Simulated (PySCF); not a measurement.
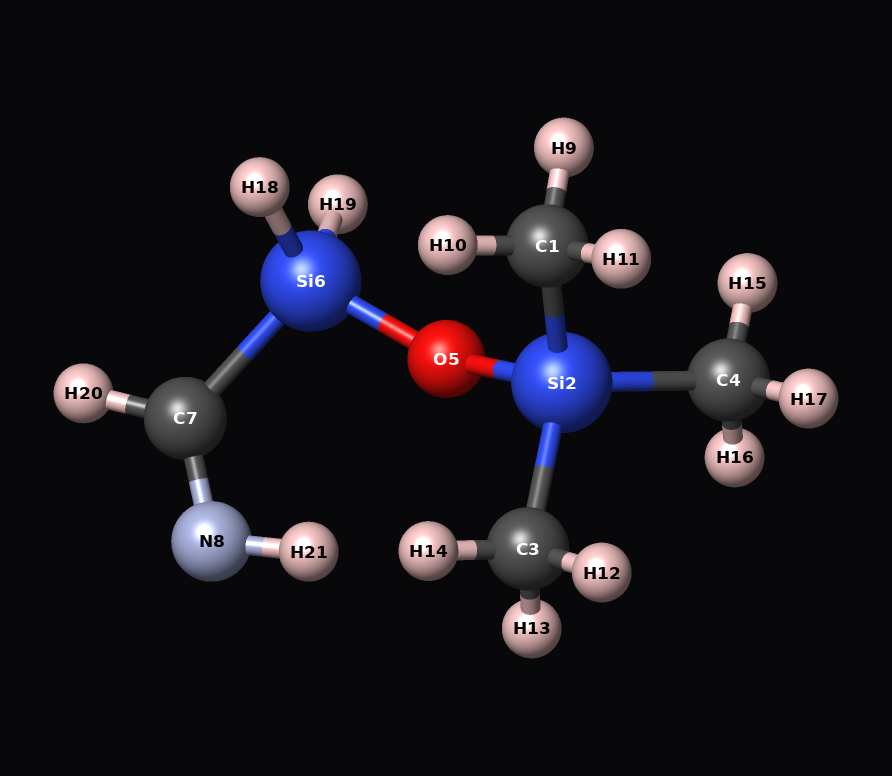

Every bond is drawn as one stick. Computed geometry: PBE0-D3(BJ)/def2-SVP optimisation. No frequency run is at hand to confirm it as a minimum. Computed with PBE0/pcSseg-1 in chloroform (IEF-PCM) (PySCF 2.14.0).

List the Mayer bond orders of C1–Si2, Si2–C3, Si2–C4, Si2–O5, O5–Si6, Si6–C7, C7–N8 (bonds between heavy atoms, one of each equivalent set).

```
  bond  Mayer order  length (Å)
C1–Si2         0.97       1.874
Si2–C3         0.96       1.872
Si2–C4         0.97       1.869
Si2–O5         0.82       1.679
O5–Si6         0.95       1.649
Si6–C7         0.86       1.895
 C7–N8         1.97       1.273
```
